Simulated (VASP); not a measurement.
Band structure of Be₄SSe₃ (ordered alloy cell). Computed with PBEsol GGA, VASP's PBE PAW potentials (set 64) (plane waves; VASP).

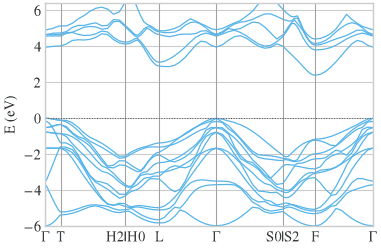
Fig. 1. Bands along high-symmetry lines, zero at the valence-band maximum or, without a gap, the Fermi level

Q: Read the plot: is there a gap, and where are the band edges?

A: The gap is indirect, 2.39 eV, from the valence maximum at Γ to the conduction minimum at F. (Edges off the drawn lines would not show.)

The structure was generated: Be4SSe3 was put into an ordered model structure (R3m), which need not be its known phase. It was relaxed first.
